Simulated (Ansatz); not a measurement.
# Profile along the Ti–O line in BaTiO3 (cubic perovskite)

BaTiO3 (cubic perovskite)

```
CELL_PARAMETERS angstrom
      4.01924     0.00000     0.00000
      0.00000     4.01924     0.00000
      0.00000     0.00000     4.01924
ATOMIC_POSITIONS crystal
  Ba 0.00000 0.00000 0.00000
  Ti 0.50000 0.50000 0.50000
  O  0.00000 0.50000 0.50000
  O  0.50000 0.50000 0.00000
  O  0.50000 0.00000 0.50000
```

Fields along a shortest Ti–O line of a {210} plane (2.01 Å), from Ti to O, interpolated on the slice's grid (step about 0.3 Å). The numbers are results of PBE (plane waves to 420 eV, PAW, scalar-relativistic; Ansatz, a quantum-chemistry and plane-wave program), not measurements. k mesh 8×8×8. Inside the PAW spheres the values are not all-electron values, and peaks at nuclei hang on which shells count as valence. BaTiO3 is run without spin polarisation. BaTiO3 was relaxed with its symmetry unable to fall. This is a high-temperature form of BaTiO3.

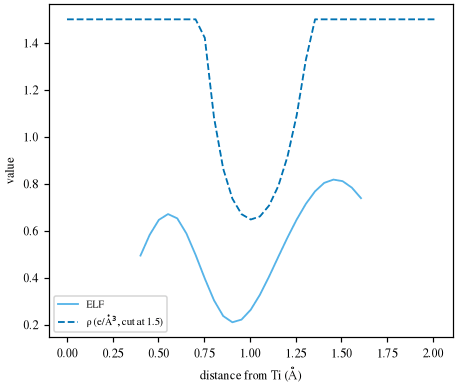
Figure: ELF (away from the nuclei) and valence density from Ti to O.

Density on the Ti–O line (2.01 Å) at its midpoint: 0.65 e/Å³. ELF at that point: 0.3.
